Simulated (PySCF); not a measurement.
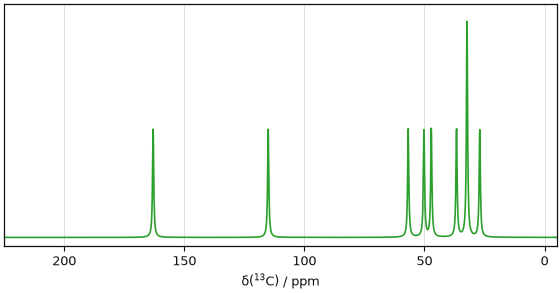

GIAO shifts, ωB97X-D/pcSseg-1, PySCF 2.14.0, at a PBE0-D3(BJ)/def2-SVP geometry (no frequency check), against TMS for ¹³C computed at the same level. Gas phase, fully decoupled, line heights follow the number of nuclei, widths are arbitrary (no quadrupolar broadening); values of one conformer, averaged over methyl-type rotors and exact or near symmetry; other conformers aren't averaged in.

> Which structure fits the spectrum?
A. C₉H₁₇N, SMILES C=C(C)[C@H]1CCCCNC1
B. C₇H₉FO, SMILES C=C[C@H]1CCC(F)=CO1

A. Its ¹³C signals: 163.0 (1 C), 115.0 (1 C), 56.7 (1 C), 50.2 (1 C), 47.1 (1 C), 36.6 (1 C), 32.3 (1 C), 32.3 (1 C), 27.0 (1 C) ppm.
